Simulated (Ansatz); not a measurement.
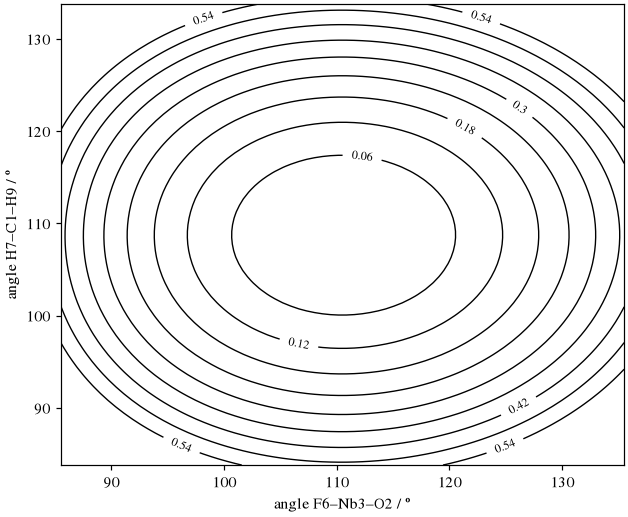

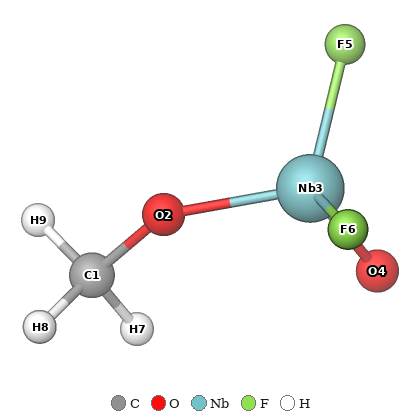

Energy landscape of CH₃F₂NbO₂, SMILES C[O][Nb](=[O])([F])[F]. The first coordinate is: angle F6–Nb3–O2; the second: angle H7–C1–H9. Nothing is relaxed (all other coordinates rigid). Grid: 13 × 13 points. Energies are in eV, from the lowest grid point. Level of theory: RKS SPW92 (LDA)/def2-SVP (Ansatz 0.2.0).

The picture shows contour lines labelled in eV (none above 0.54). Between grid points the surface is interpolated. The second picture is the structure at the lowest point.

**Where are the wells?**

The lowest grid point is at angle F6–Nb3–O2 = 110.5°, angle H7–C1–H9 = 108.8°. No other kind of well shows on this grid. The highest grid point, angle F6–Nb3–O2 = 85.5°, angle H7–C1–H9 = 133.8°, lies 0.94 eV above the lowest. Round the minimum the two coordinates are nearly uncoupled.

Grid values (eV):

| angle H7–C1–H9 ↓, angle F6–Nb3–O2 → | 85.5 | 89.7 | 93.8 | 98.0 | 102.2 | 106.3 | 110.5 | 114.7 | 118.8 | 123.0 | 127.2 | 131.3 | 135.5 |
| --- | --- | --- | --- | --- | --- | --- | --- | --- | --- | --- | --- | --- | --- |
| 133.8 | 0.94 | 0.80 | 0.69 | 0.60 | 0.55 | 0.52 | 0.51 | 0.52 | 0.55 | 0.60 | 0.67 | 0.77 | 0.88 |
| 129.6 | 0.79 | 0.64 | 0.53 | 0.45 | 0.39 | 0.36 | 0.35 | 0.36 | 0.39 | 0.44 | 0.52 | 0.61 | 0.72 |
| 125.4 | 0.66 | 0.51 | 0.40 | 0.32 | 0.27 | 0.23 | 0.22 | 0.23 | 0.26 | 0.32 | 0.39 | 0.48 | 0.60 |
| 121.3 | 0.56 | 0.42 | 0.31 | 0.23 | 0.17 | 0.14 | 0.13 | 0.14 | 0.17 | 0.22 | 0.29 | 0.38 | 0.50 |
| 117.1 | 0.49 | 0.35 | 0.24 | 0.15 | 0.10 | 0.07 | 0.06 | 0.07 | 0.10 | 0.15 | 0.22 | 0.31 | 0.43 |
| 112.9 | 0.45 | 0.30 | 0.19 | 0.11 | 0.06 | 0.02 | 0.01 | 0.02 | 0.05 | 0.11 | 0.18 | 0.27 | 0.39 |
| 108.8 | 0.44 | 0.29 | 0.18 | 0.10 | 0.04 | 0.01 | 0.00 | 0.01 | 0.04 | 0.09 | 0.17 | 0.26 | 0.37 |
| 104.6 | 0.45 | 0.30 | 0.19 | 0.11 | 0.06 | 0.02 | 0.01 | 0.02 | 0.05 | 0.11 | 0.18 | 0.27 | 0.39 |
| 100.4 | 0.49 | 0.34 | 0.23 | 0.15 | 0.10 | 0.07 | 0.06 | 0.07 | 0.10 | 0.15 | 0.22 | 0.31 | 0.43 |
| 96.3 | 0.55 | 0.41 | 0.30 | 0.22 | 0.16 | 0.13 | 0.12 | 0.13 | 0.16 | 0.22 | 0.29 | 0.38 | 0.49 |
| 92.1 | 0.65 | 0.51 | 0.40 | 0.32 | 0.26 | 0.23 | 0.22 | 0.23 | 0.26 | 0.31 | 0.39 | 0.48 | 0.59 |
| 87.9 | 0.77 | 0.63 | 0.52 | 0.44 | 0.39 | 0.35 | 0.34 | 0.35 | 0.39 | 0.44 | 0.51 | 0.60 | 0.72 |
| 83.8 | 0.92 | 0.78 | 0.67 | 0.59 | 0.53 | 0.50 | 0.49 | 0.50 | 0.53 | 0.59 | 0.66 | 0.75 | 0.86 |

Each point was launched as `ansatz run input.yaml --threads 1 --pin off --max-ram 2560MiB --backend cpu --events-out ev --progress --plain --runs-dir out`. Time for the 169 points that were run: 16 min on 1 thread of Arm Neoverse N1, with other jobs on the host.
